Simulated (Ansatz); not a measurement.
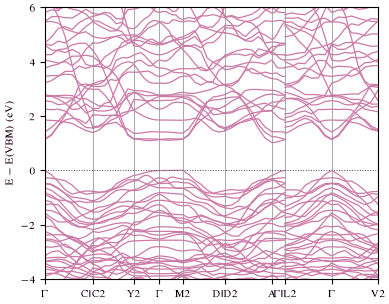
Figure. Band structure from DFT-r²SCAN+D4 in the program Ansatz with PAW potentials

Read off the gap and where the band edges lie.

About 1.0 eV (1.02 eV by a search for the band edges); maximum at M2, minimum at A.

The material is Zr3Tl2Cu2S8 in space group C2/m (No. 12; Pearson symbol mS30).

The first step of the workflow began from a Materials Project structure, measured or hypothetical; the Crystallography Open Database copy checked does not list it. Whether it is the stable phase at ambient conditions was not checked. The r²SCAN+D4 relaxation kept the symmetry of its start; its stability against distortions is not shown here. No spin polarisation was allowed. Spin–orbit coupling is left out wherever it is not named.

Potentials: the later of the program's two PAW sets.
